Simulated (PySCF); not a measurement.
**C4H9S2 (doublet): density, localisation and related maps**

```xyz
15

C    -2.1135   -0.2981   -0.5896
C    -1.2738   -0.4132    0.6339
C    -0.7323    0.6107    1.2702
S     0.8759   -0.5036   -2.4315
S     1.5733    0.7129   -1.0818
C     2.5497   -0.3458    0.0455
H    -3.0544   -0.8311   -0.4604
H    -1.5950   -0.7519   -1.4378
H    -2.3187    0.7429   -0.8267
H    -1.1026   -1.4239    0.9854
H    -0.1229    0.4830    2.1493
H    -0.8898    1.6256    0.9434
H     2.9608    0.3029    0.8105
H     3.3453   -0.8238   -0.5172
H     1.8936   -1.0898    0.4849
```

Geometry: GFN2-xTB; at this geometry the atoms fall into two loosely joined parts.

Theory: PySCF 2.14.0, density-fitted response routines, UKS B3LYP, pcH-1 on C H S, non-relativistic, mean-field spin-orbit, GIAO.

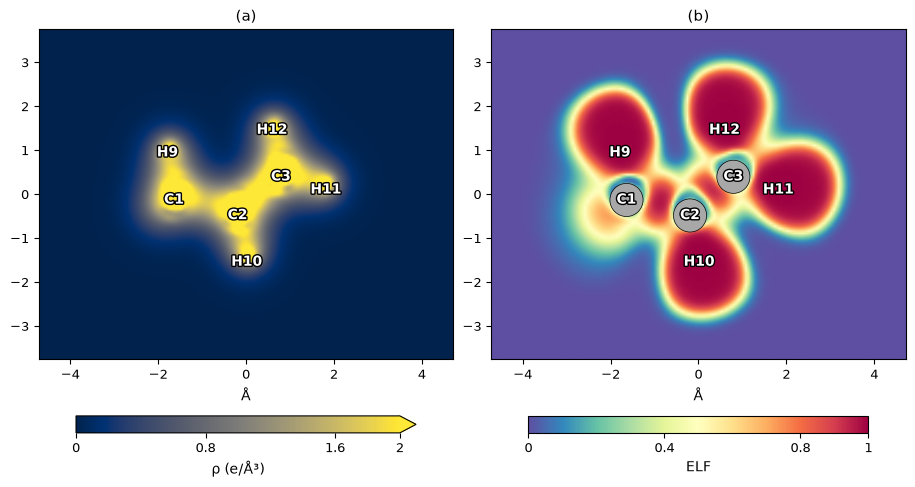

Figure 1. (a) electron density; (b) ELF on the plane of atoms H11, C3 and H12. Grey discs cover the atomic cores in the ELF map.

### Read the bonding off the picture.

The plane passes through C and H nuclei.
C–C (1.32 Å): the density is about 2.3 e/Å³ at the midpoint; the ELF peaks at about 0.90 between the atoms; a short, multiple covalent bond.
C–H (1.08 Å): ρ at the midpoint is about 1.9 e/Å³; the ELF climbs to about 1 towards the hydrogen, as it does in any bond to H: an ordinary covalent bond to hydrogen.
C–C (1.49 Å): the density is about 1.6 e/Å³ at the midpoint; the ELF peaks at about 0.95 between the atoms; a covalent bond.

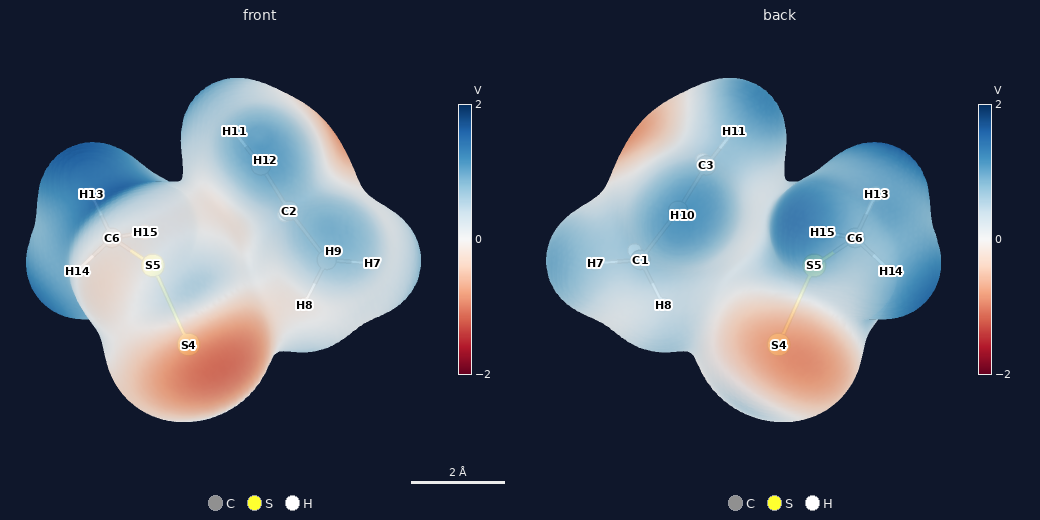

Figure 2. The molecular electrostatic potential painted on the density surface at 0.004 e/bohr³, seen from the front and from behind; the colour scale runs from red (negative) to blue (positive).

### Where is the surface potential most negative and most positive?

The most negative region (about −1.1 V, or −25 kcal/mol for a unit charge) lies over S4, the most positive (about +1.6 V, or +37 kcal/mol for a unit charge) over S5 and H13.

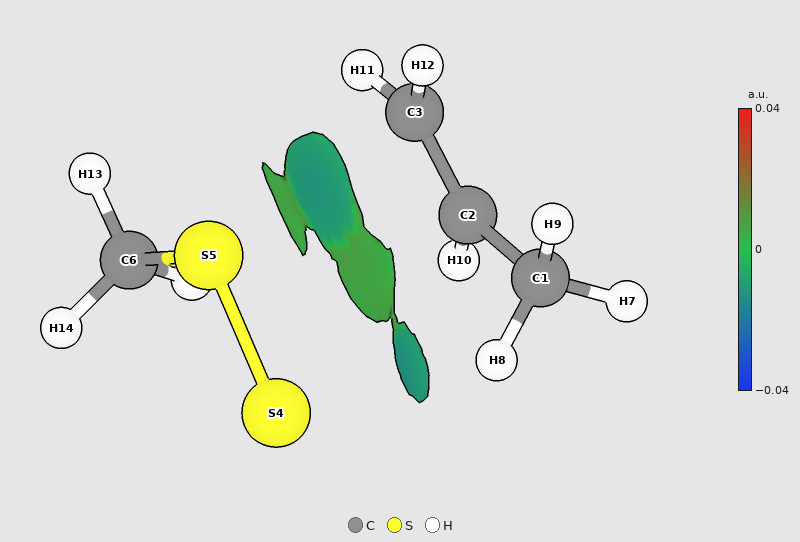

Figure 3. Non-covalent interaction (NCI) plot: the surface where the reduced density gradient is 0.5, for densities under 0.05 a.u., coloured by sign(λ₂)ρ; seen at a tilt.

### Identify the weak interactions.

- Between H8 on one side and S4 on the other: a weakly attractive contact (blue-green)
- Between S5 on one side and C3 on the other: a weakly attractive contact (blue-green)
